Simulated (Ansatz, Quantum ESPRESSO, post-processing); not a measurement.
# Gate doping of honeycomb AsN, 2 layers, AB stacking, part 6 of 7

How rigid are the bands of honeycomb AsN, 2 layers, AB stacking under field-effect doping?

Quantum ESPRESSO 7.5; plane-wave DFT, PBE, GBRV ultrasoft pseudopotentials; geometry by Ansatz 0.2.0 with PAW datasets.

So far. Step 8 (Density by pp.x): The density integrates to 19.985 electrons, as the 19.98 of the input ask. Step 14 (Bands along a path: charge 0.0461 e against a gate): Along this path the valence top lies between K and Γ and the conduction bottom at M.

## 18. Electrostatic potential

File g3.pot.in:

```
&inputpp
  prefix = 'g3'
  outdir = './out'
  filplot = 'g3.pot.dat'
  plot_num = 11
/
```

Launch:

```
$ OMP_NUM_THREADS=1 mpirun -n 4 pp.x -in g3.pot.in > g3.pot.out
```

Elapsed: 0.83 s, on 4 MPI ranks of Arm Neoverse V2, shared host; peak memory 0.11 GiB; 3 s of CPU time.

Each curve counts from the Fermi level of its own run.

The potential energy (2.0×10¹³ holes per cm²) oscillates, so the rows of the table below give means over windows of 2 Å about each position, cut where the curve ends. Its maxima inside the range that stand out by 2 % of the span (Å: eV): 5.8: 36.1, 12.0: 35.9, 13.8: 4.85, 16.1: 33.9. Its minima: 11.2: -12.8, 12.7: -3.01, 15.3: -14.0, 16.8: -3.99.

The runs together. Potential energy against z; means over each step:

```tsv
z (Å)	2.0×10¹³ holes per cm² (eV)	6.1×10¹³ holes per cm² (eV)	1.22×10¹⁴ holes per cm² (eV)
0	3.95	3.94	3.91
2	3.95	3.94	3.91
4	18.5	18.5	18.4
6	34.5	36.5	39.6
8	17.1	18.8	21.4
10	4.12	4.52	5.11
12	8.22	8.23	8.21
14	2.55	2.53	2.49
16	6.17	6.16	6.14
18	2.78	2.77	2.74
20	3.95	3.93	3.91
22	3.95	3.94	3.91
24	3.95	3.94	3.91
26	3.95	3.94	3.91
```

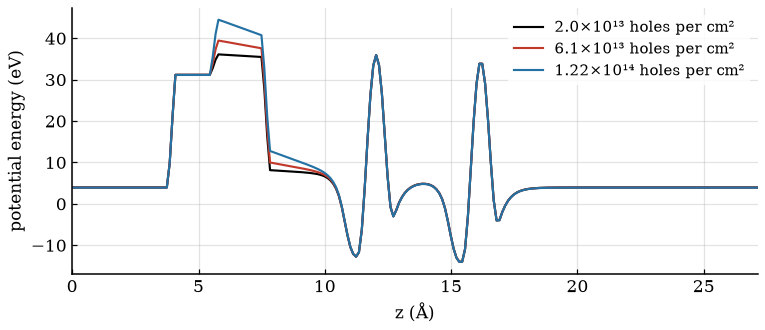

Potential energy against z.

## 19. Band structure: charge 0.0923 e against a gate

File g3.bands.in:

```
&control
  prefix = 'g3.bands'
  outdir = './out'
  pseudo_dir = './pseudo'
  calculation = 'bands'
  tefield = .true.
  dipfield = .true.
  gate = .true.
/
&system
  ibrav = 0
  nat = 4
  ntyp = 2
  ecutwfc = 40
  ecutrho = 200
  occupations = 'smearing'
  smearing = 'fd'
  degauss = 0.004
  edir = 3
  emaxpos = 0.200922
  eopreg = 0.01
  eamp = 0.0
  zgate = 0.212922
  block = .true.
  block_1 = 0.139501
  block_2 = 0.286344
  block_height = 2.0
  tot_charge = 0.0923
  nbnd = 16
/
&electrons
  conv_thr = 1e-07
  mixing_beta = 0.4
  electron_maxstep = 120
  mixing_mode = 'local-TF'
/
ATOMIC_SPECIES
  N   14.0070  n_pbe_v1.2.uspp.F.UPF
  As  74.9216  as_pbe_v1.uspp.F.UPF
CELL_PARAMETERS angstrom
  2.95552558194245 -0.00000000000000 -0.00000000000000
  -1.47776279097123 2.55956023549695 -0.00000000000000
  -0.00000000000000 -0.00000000000000 27.24000000000000
ATOMIC_POSITIONS crystal
  N   0.666666666667 0.333333333333 0.406604666595
  As  0.333333333333 0.666666666667 0.441457616369
  N   -0.000000000000 -0.000000000000 0.558430446622
  As  0.666666666667 0.333333333333 0.593507270414
K_POINTS crystal_b
4
  0.0000000000 0.0000000000 0.0000000000 14
  0.5000000000 0.0000000000 0.0000000000 14
  0.3333333333 0.3333333333 0.0000000000 14
  0.0000000000 0.0000000000 0.0000000000 1
```

Launch:

```
$ cp -r out/g3.save out/g3.bands.save
$ cp out/g3.xml out/g3.bands.xml
$ OMP_NUM_THREADS=1 mpirun -n 4 pw.x -nk 4 -in g3.bands.in > g3.bands.out
```

What it wrote:

```text
[banner, memory and clock lines left out]
Program PWSCF v.7.5 starts
[citation notice left out]

[...]
Message from routine setup:
[...]
bravais-lattice index     =            0
     lattice parameter (alat)  =       5.5851  a.u.
     unit-cell volume          =    1390.6050 (a.u.)^3
     number of atoms/cell      =            4
     number of atomic types    =            2
     number of electrons       =        19.91
     number of Kohn-Sham states=           16
     kinetic-energy cutoff     =      40.0000  Ry
     charge density cutoff     =     200.0000  Ry
     Exchange-correlation= SLA  PW   PBE  PBE
                           (   1   4   3   4   0   0   0)

[...]
PseudoPot. # 1 for N  read from file:
     ./pseudo/n_pbe_v1.2.uspp.F.UPF
     Pseudo is Ultrasoft + core correction, Zval =  5.0
     Generated by new atomic code, or converted to UPF format
     Using radial grid of  729 points,  4 beta functions with:
                l(1) =   0
                l(2) =   0
                l(3) =   1
                l(4) =   1
     Q(r) pseudized with  8 coefficients,  rinner =    0.900   0.900   0.900

     PseudoPot. # 2 for As read from file:
     ./pseudo/as_pbe_v1.uspp.F.UPF
     Pseudo is Ultrasoft + core correction, Zval =  5.0
     Generated by new atomic code, or converted to UPF format
     Using radial grid of  875 points,  6 beta functions with:
                l(1) =   0
                l(2) =   0
                l(3) =   1
                l(4) =   1
                l(5) =   2
                l(6) =   2
     Q(r) pseudized with  8 coefficients,  rinner =    1.300   1.300   1.300
                                                       1.300   1.300

     atomic species   valence    mass     pseudopotential
     N                 5.00    14.00700     N ( 1.00)
     As                5.00    74.92160     As( 1.00)

      6 Sym. Ops. (no inversion) found

                                    s                        frac. trans.

      isym =  1     identity

 cryst.   s( 1) = (     1          0          0      )
                  (     0          1          0      )
                  (     0          0          1      )

 cart.    s( 1) = (  1.0000000 -0.0000000  0.0000000 )
                  (  0.0000000  1.0000000  0.0000000 )
                  (  0.0000000  0.0000000  1.0000000 )

      isym =  2     120 deg rotation - cryst. axis [0,0,1]

 cryst.   s( 2) = (     0          1          0      )
                  (    -1         -1          0      )
                  (     0          0          1      )

 cart.    s( 2) = ( -0.5000000 -0.8660254  0.0000000 )
                  (  0.8660254 -0.5000000  0.0000000 )
                  (  0.0000000  0.0000000  1.0000000 )

      isym =  3     120 deg rotation - cryst. axis [0,0,-1]

 cryst.   s( 3) = (    -1         -1          0      )
                  (     1          0          0      )
                  (     0          0          1      )

 cart.    s( 3) = ( -0.5000000  0.8660254  0.0000000 )
                  ( -0.8660254 -0.5000000  0.0000000 )
                  (  0.0000000  0.0000000  1.0000000 )

      isym =  4     inv. 180 deg rotation - cart. axis [1,0,0]

 cryst.   s( 4) = (    -1          0          0      )
                  (     1          1          0      )
                  (     0          0          1      )

 cart.    s( 4) = ( -1.0000000 -0.0000000  0.0000000 )
                  (  0.0000000  1.0000000  0.0000000 )
                  (  0.0000000  0.0000000  1.0000000 )

      isym =  5     inv. 180 deg rotation - cryst. axis [0,1,0]

 cryst.   s( 5) = (     1          1          0      )
                  (     0         -1          0      )
                  (     0          0          1      )

 cart.    s( 5) = (  0.5000000  0.8660254  0.0000000 )
                  (  0.8660254 -0.5000000  0.0000000 )
                  (  0.0000000  0.0000000  1.0000000 )

      isym =  6     inv. 180 deg rotation - cryst. axis [1,1,0]

 cryst.   s( 6) = (     0         -1          0      )
                  (    -1          0          0      )
                  (     0          0          1      )

 cart.    s( 6) = (  0.5000000 -0.8660254  0.0000000 )
                  ( -0.8660254 -0.5000000  0.0000000 )
                  (  0.0000000  0.0000000  1.0000000 )

[...]
number of k points=    43  Fermi-Dirac smearing, width (Ry)=  0.0040
[...]
Dense  grid:    66579 G-vectors     FFT dimensions: (  25,  25, 240)

     Smooth grid:    47643 G-vectors     FFT dimensions: (  24,  24, 216)

     Dynamical RAM for                 wfc:       1.45 MB

     Dynamical RAM for     wfc (w. buffer):       1.45 MB

     Dynamical RAM for           str. fact:       2.03 MB

     Dynamical RAM for           local pot:       0.00 MB

     Dynamical RAM for          nlocal pot:       4.71 MB

     Dynamical RAM for                qrad:       2.27 MB

     Dynamical RAM for          rho,v,vnew:       6.48 MB

     Dynamical RAM for           G-vectors:       4.17 MB

     Dynamical RAM for          h,s,v(r/c):       0.05 MB

     Dynamical RAM for          <psi|beta>:       0.01 MB

     Dynamical RAM for                 psi:       2.90 MB

     Dynamical RAM for                hpsi:       2.90 MB

     Dynamical RAM for                spsi:       2.90 MB

     Dynamical RAM for      wfcinit/wfcrot:       2.91 MB

     Dynamical RAM for           addusdens:      48.51 MB

     Adding charged plate to compensate the charge of the system - add_gatefield
     see PRB 89, 245406 (2014), works only for 2D systems perpendicular to z
                                i.e. 3rd lattice vector is (0,0,c)

        prefactor of the potential in [Ha a.u.]:     0.021468
               position of the gate within cell:     0.21292
         ion-gate + gate-gate contribution to the total energy:     8.812113
                         gate-gate contribution:     0.017000

        Adding potential to prevent charge spilling into region of the gate
        Potential is linearly increased and decreased within the first/last eopreg of block_size
        block_size =  0.14684 in units of unit cell length
        block_height =  2.00000 in Ry

     The potential is recalculated from file :
     ./out/g3.bands.save/charge-density

     negative rho (up, down):  4.352E-04 0.000E+00

     Adding external electric field

     Computed dipole along edir(3) :
        Elec. dipole         -1.9041 Ry au,         -4.8398 Debye
        Ion. dipole          -1.8946 Ry au,         -4.8156 Debye
        Dipole                1.0537 Ry au,          2.6784 Debye
        Dipole field          0.0095 Ry au,

        Potential amp.       -0.9705 Ry
        Total length         50.9614 bohr

     Starting wfcs are   16 randomized atomic wfcs

     Band Structure Calculation
     Davidson diagonalization with overlap

     Computing kpt #:     1  of    11 on this pool

     Computing kpt #:     2  of    11 on this pool

     Computing kpt #:     3  of    11 on this pool

     Computing kpt #:     4  of    11 on this pool

     Computing kpt #:     5  of    11 on this pool

     Computing kpt #:     6  of    11 on this pool

     Computing kpt #:     7  of    11 on this pool

     Computing kpt #:     8  of    11 on this pool
     c_bands:  1 eigenvalues not converged

     Computing kpt #:     9  of    11 on this pool

     Computing kpt #:    10  of    11 on this pool

     Computing kpt #:    11  of    11 on this pool

     ethr =  5.02E-10,  avg # of iterations = 67.5

     End of band structure calculation

          k = 0.0000 0.0000 0.0000 (  5995 PWs)   bands (ev):

   -21.8271 -20.3012 -11.7582 -10.0581  -5.5184  -5.5184  -4.5876  -3.9853
    -3.9853  -2.4346  -1.2786   0.6251   1.3614   1.8203   2.5106   2.5106

          k = 0.0357 0.0206 0.0000 (  5993 PWs)   bands (ev):

   -21.8039 -20.2780 -11.7449 -10.0470  -5.6842  -5.5496  -4.5571  -4.1410
    -4.0166  -2.4054  -1.1655   0.7307   1.3925   1.8501   2.4095   2.5379

[...]
```

The job ended after 25 s (4 MPI ranks; peak memory 0.31 GiB; 98 s of CPU time).

This step gave:

- valence top, on the run's zero: -2.192 eV
- conduction bottom, on the run's zero: -2.050 eV
- gap by band count: 0.1421 eV

Band numbers count within the set of bands kept for display. Electronic bands along the path, in eV, zero at the Fermi level; v1 is the highest filled band, c1 the lowest empty one:

```tsv
point	v4	v3	v2	v1	c1	c2	c3	c4
Γ	-2.45	-1.84	-1.84	-0.29	0.86	2.77	3.50	3.96
M	-3.93	-3.71	-3.17	-1.49	0.09	1.76	3.80	5.30
K	-4.31	-3.18	-2.56	-1.64	0.88	2.41	3.53	4.93
Γ	-2.45	-1.84	-1.84	-0.29	0.86	2.77	3.50	3.96
```

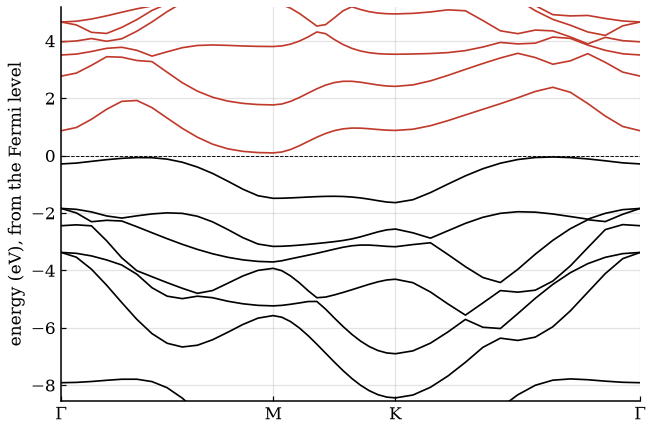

Electronic bands along the path; lines of filled and empty bands in two colours.

An edge by band count lies at the Fermi level or within reach of the smearing, so that band is partly filled.

Along this path the valence top lies between K and Γ and the conduction bottom at M.

## 20. Induced charge

The planar mean oscillates, so the rows of the table below give means over windows of 2 Å about each position, cut where the curve ends. Its maxima inside the range that stand out by 2 % of the span (Å: e/Å³): 11.1: 2.9e-4, 12.1: 0.00147, 14.2: 1.6e-4, 15.3: 3.7e-4. Its minima: 10.4: -0.0100, 11.5: -0.00372, 12.9: -0.00101, 14.9: -3.9e-4.

Planar mean against z; means over each step:

```tsv
z (Å)	planar mean (e/Å³)
6	-6.0e-7
8	-1.5e-4
10	-0.00520
12	-6.2e-4
14	-2.0e-4
16	7.8e-5
18	-1.1e-5
20	-7.8e-7
```

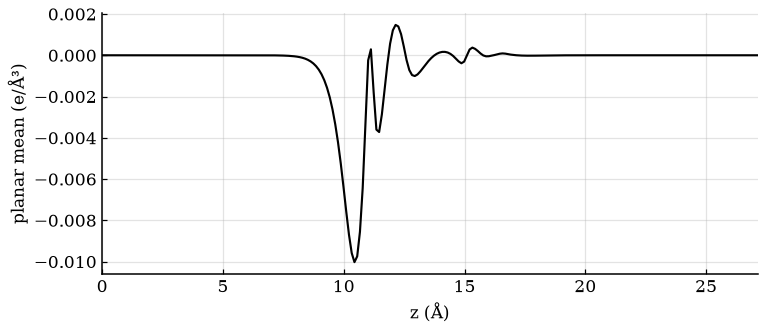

Planar mean against z.

Table of running integral, electrons below z by z:

```tsv
z (Å)	running integral, electrons below z (e/Å²)
5.0	0
7.5	-6.0e-6
10.0	-0.00353
12.5	-0.0116
15.0	-0.0123
17.5	-0.0122
20.0	-0.0122
22.5	-0.0122
25.0	-0.0122
```

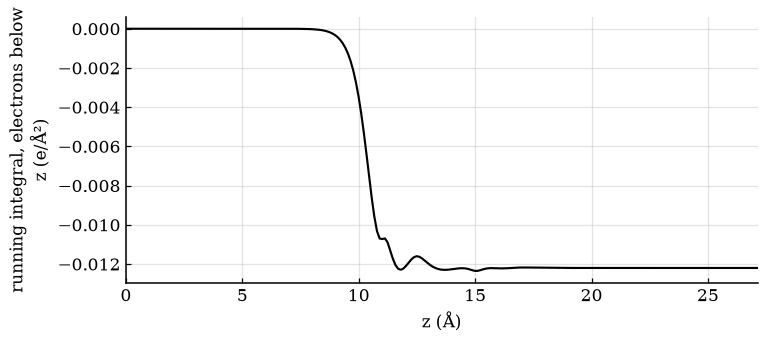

Running integral, electrons below z against z.

## 21. Projections on atomic orbitals

projwfc.x splits the states by atom and orbital; the spilling says how much the atomic basis misses.

File pdos.in:

```
&projwfc
  prefix = 'g3'
  outdir = './out'
  filpdos = 'pdos'
  Emin = -5.142
  Emax = 0.858
  DeltaE = 0.04
  ngauss = 0
  degauss = 0.005
/
```

Launch:

```
$ OMP_NUM_THREADS=1 mpirun -n 4 projwfc.x -in pdos.in > pdos.out
```

What it wrote:

```text
[banner, memory and clock lines left out]
Program PROJWFC v.7.5 starts

          URL

     ./out/g3.save/

     IMPORTANT: XC functional enforced from input :
     Exchange-correlation= PBE
                           (   1   4   3   4   0   0   0)
     Any further DFT definition will be discarded
     Please, verify this is what you really want

     Adding charged plate to compensate the charge of the system - add_gatefield
     see PRB 89, 245406 (2014), works only for 2D systems perpendicular to z
                                i.e. 3rd lattice vector is (0,0,c)

        prefactor of the potential in [Ha a.u.]:     0.021468
               position of the gate within cell:     0.21292
         ion-gate + gate-gate contribution to the total energy:     8.812113
                         gate-gate contribution:     0.017000

        Adding potential to prevent charge spilling into region of the gate
        Potential is linearly increased and decreased within the first/last eopreg of block_size
        block_size =  0.14684 in units of unit cell length
        block_height =  2.00000 in Ry

     negative rho (up, down):  4.352E-04 0.000E+00

     Adding external electric field

     Computed dipole along edir(3) :
        Dipole                1.0537 Ry au,          2.6784 Debye
        Dipole field          0.0095 Ry au,

        Potential amp.       -0.9705 Ry
        Total length         50.9614 bohr

     Gaussian broadening (read from input): ngauss,degauss=   0    0.005000

     Calling projwave ....
     one sub-group per band group will be used

     linear algebra parallelized on   4 procs

  Problem Sizes
  natomwfc =           16
  nx       =            8
  nbnd     =           16
  nkstot   =           19
  npwx     =         1543
  nkb      =           52

     Atomic states used for projection
     (read from pseudopotential files):

     state #   1: atom   1 (N  ), wfc  1 (l=0 m= 1)
     state #   2: atom   1 (N  ), wfc  2 (l=1 m= 1)
     state #   3: atom   1 (N  ), wfc  2 (l=1 m= 2)
     state #   4: atom   1 (N  ), wfc  2 (l=1 m= 3)
     state #   5: atom   2 (As ), wfc  1 (l=0 m= 1)
     state #   6: atom   2 (As ), wfc  2 (l=1 m= 1)
     state #   7: atom   2 (As ), wfc  2 (l=1 m= 2)
     state #   8: atom   2 (As ), wfc  2 (l=1 m= 3)
     state #   9: atom   3 (N  ), wfc  1 (l=0 m= 1)
     state #  10: atom   3 (N  ), wfc  2 (l=1 m= 1)
     state #  11: atom   3 (N  ), wfc  2 (l=1 m= 2)
     state #  12: atom   3 (N  ), wfc  2 (l=1 m= 3)
     state #  13: atom   4 (As ), wfc  1 (l=0 m= 1)
     state #  14: atom   4 (As ), wfc  2 (l=1 m= 1)
     state #  15: atom   4 (As ), wfc  2 (l=1 m= 2)
     state #  16: atom   4 (As ), wfc  2 (l=1 m= 3)

[... projections of each state ...]
Lowdin Charges:

     Atom #   1: total charge =   5.5741, s =  1.6902,
     Atom #   1: total charge =   5.5741, p =  3.8839, pz=  1.4110, px=  1.2364, py=  1.2364,
     Atom #   2: total charge =   4.2013, s =  1.6562,
     Atom #   2: total charge =   4.2013, p =  2.5452, pz=  1.0551, px=  0.7450, py=  0.7450,
     Atom #   3: total charge =   5.6722, s =  1.6886,
     Atom #   3: total charge =   5.6722, p =  3.9836, pz=  1.4893, px=  1.2471, py=  1.2471,
     Atom #   4: total charge =   4.2387, s =  1.6643,
     Atom #   4: total charge =   4.2387, p =  2.5744, pz=  1.0897, px=  0.7424, py=  0.7424,
     Spilling Parameter:   0.0111
```

Run time: 0.88 s. Hardware: 4 MPI ranks; peak memory 0.11 GiB.

Read from the output:

- spilling of the projection: 0.0111

The density of states has structure finer than the step of the table below, so its rows give means over 0.25 eV, whole bins alone (the curve runs from -3.00 to 3.04 eV). Peaks (eV: height): -2.400: 2.93, -2.160: 3.24, -2.000: 4.58, -1.360: 2.71, -0.080: 3.55, 1.000: 2.63, 2.080: 2.93.

Gaussian width 0.005 Ry. Table of density of states by energy, zero at the Fermi level; means over each step:

```tsv
energy (eV)	density of states (states/eV a cell)
-2.75	1.33
-2.50	1.72
-2.25	1.98
-2.00	2.83
-1.75	0.180
-1.50	0.848
-1.25	1.09
-1.00	1.02
-0.75	0.864
-0.50	0.946
-0.25	1.58
0.00	1.78
0.25	0.399
0.50	1.04
0.75	0.823
1.00	1.53
1.25	1.43
1.50	0.918
1.75	0.432
2.00	1.97
2.25	1.32
2.50	1.10
2.75	1.33
```

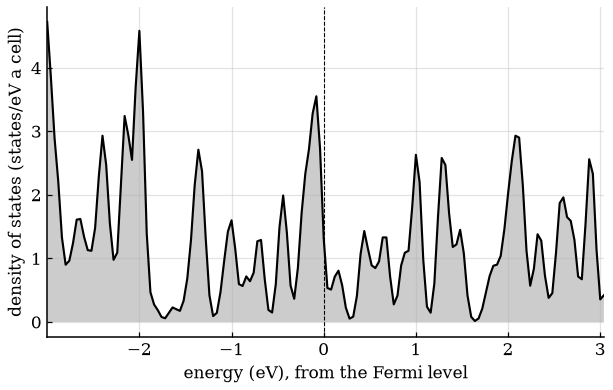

Density of states, plotted against energy.

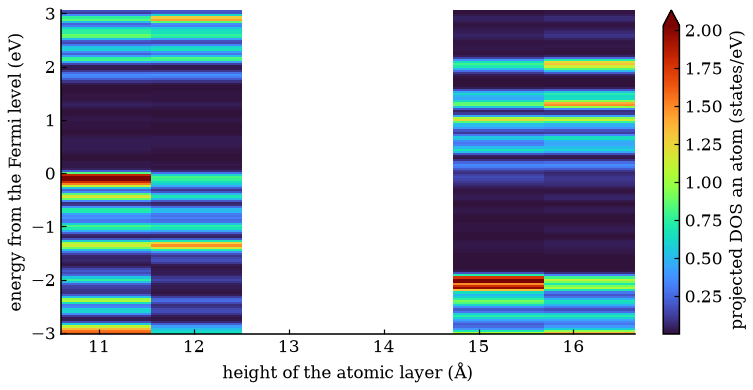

Projected DOS an atom over height of the atomic layer and energy from the Fermi level. Columns are the atomic layers from the bottom up.

The atomic orbitals miss 1.1 % of the occupied states; for empty states the projections can miss much more.

On so few k points the sharp peaks and dips of the DOS are largely sampling.

(Part 6 of 7 ends here.)

[Logs are printed without paths, hosts, clocks, repeated set-up lines and the standing remarks that a program may print on its own settings, such as how far it seeks lower states.]

[Hosts, paths, dates, database ids (printed as entryN), source tags and the programs' standing remarks are cut or masked in the printed files.]

[Maps of the electrostatic potential energy from Ansatz leave out the sawtooth potential of an applied field or a dipole correction, so their vacuum need not be flat; planar profiles and work functions include it.]
